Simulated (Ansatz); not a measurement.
# CF (SMILES [C]F): UBHLYP/STO-3G

Aim: the energy change on altering one bond length of CF at UBHLYP/STO-3G, from 2 runs. 

Program for the calculation: Ansatz 0.2.0.

51 further runs of the same task are left out: 9 that didn't finish, 42 set aside as unsound or not needed.

### 1 The structure to begin with

CF has 2 atoms, charge 0, and is taken as a doublet. As SMILES, `[C]F`. The shape is that of a GFN2-xTB optimisation.

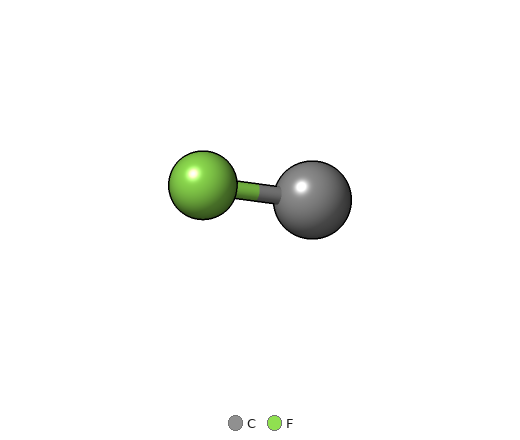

Viewed from a chosen angle; carbon grey, fluorine green.

### 2 A single-point energy at UBHLYP/STO-3G

Input file run.yaml:

```yaml
crystal:
  periodic: [false, false, false]
  atoms:
    - {symbol: C, position_ang: [0.000000, 0.000000, 0.000000]}
    - {symbol: F, position_ang: [0.000000, 0.000000, 1.274400]}
basis:
  gaussian:
    orbitals: STO-3G
magnetization:
  spin_polarized: true
  initial_magnetization: 1
accuracy: high
hamiltonian:
  xc: {name: BHLYP}
```

Command:

```bash
$ ansatz run run.yaml --threads 1 --pin off --max-ram 2610MiB --events-out events.jsonl --progress --plain --runs-dir runs
```

The program printed:

```text
Warning: RAYON_NUM_THREADS=1 ignored (pool sized by the plan → 1); use --threads N
Functional definition: BHLYP
  name "BHLYP"
  parameter a = 0.5
  exchange = (1 - a)*b88_x + a*exact_x
  correlation = lyp_c
149 factors; integrals over basis functions are off by at most 3.9e-8 eV
mean field evaluation 1: about -3695.6584 eV, gradient 4.7e0 eV
mean field evaluation 2: about -3695.7804 eV, gradient 2.7e0 eV
mean field evaluation 4: about -3695.8331 eV, gradient 2.6e-1 eV
mean field evaluation 8: about -3695.8532 eV, gradient 5.0e-3 eV
mean field evaluation 16: about -3695.8532 eV, gradient 9.1e-9 eV
mean field -3695.85323663 eV, -135.8201013070 hartree, gradient 1.1e-8 eV, S^2 0.751500; 0 other end points of the search recorded, 0 dependent functions left out
reference -3695.85324603 eV, -135.8201016521 hartree; 8, 7 occupied and 2, 3 virtual orbitals, 149 factors
Total energy: -3695.85324603 eV, -135.8201016521 hartree
```

It took 0.83 s on 1 thread of Arm Neoverse N1, shared host.

### 3 The distorted shape at the same level

Input file job.yaml:

```yaml
crystal:
  periodic: [false, false, false]
  atoms:
    - symbol: C
      position_ang: [0.000000, 0.000000, -0.318600]
    - symbol: F
      position_ang: [0.000000, 0.000000, 1.274400]
basis:
  gaussian:
    orbitals: STO-3G
hamiltonian:
  xc: {name: BHLYP}
accuracy: high
magnetization:
  spin_polarized: true
  initial_magnetization: 1
```

Command:

```bash
$ ansatz run job.yaml --threads 1 --pin off --max-ram 2610MiB --events-out events.jsonl --progress --plain --runs-dir runs
```

The program printed:

```text
Warning: RAYON_NUM_THREADS=1 ignored (pool sized by the plan → 1); use --threads N
Functional definition: BHLYP
  name "BHLYP"
  parameter a = 0.5
  exchange = (1 - a)*b88_x + a*exact_x
  correlation = lyp_c
149 factors; integrals over basis functions are off by at most 4.2e-8 eV
mean field evaluation 1: about -3693.2313 eV, gradient 1.1e1 eV
mean field evaluation 2: about -3690.0110 eV, gradient 2.8e1 eV
mean field evaluation 4: about -3694.3164 eV, gradient 6.8e-1 eV
mean field evaluation 8: about -3694.3313 eV, gradient 1.3e-1 eV
mean field evaluation 16: about -3694.3315 eV, gradient 1.2e-5 eV
mean field -3694.33152855 eV, -135.7641795665 hartree, gradient 2.0e-9 eV, S^2 0.754396; 0 other end points of the search recorded, 0 dependent functions left out
reference -3694.33153809 eV, -135.7641799170 hartree; 8, 7 occupied and 2, 3 virtual orbitals, 149 factors
Total energy: -3694.33153809 eV, -135.7641799170 hartree
```

Run time: 0.91 s. Hardware: 1 thread of Arm Neoverse N1, shared host.

### 4 Summary of results

Level: UBHLYP/STO-3G.

```
                                                         quantity          value
                                        first shape: total energy  -135.82010 Eh
                                                first shape: ⟨S²⟩          0.752
                                    distorted shape: total energy  -135.76418 Eh
                                            distorted shape: ⟨S²⟩          0.754
energy change with the C1–F2 bond stretched from 1.274 to 1.593 Å       1.522 eV
```

What this shows: With the C1–F2 bond stretched from 1.274 to 1.593 Å the energy rises by 1.52 eV (147 kJ/mol). The first shape isn't relaxed at this level, so the change isn't measured from a minimum. The minimal basis adds a large error of its own.
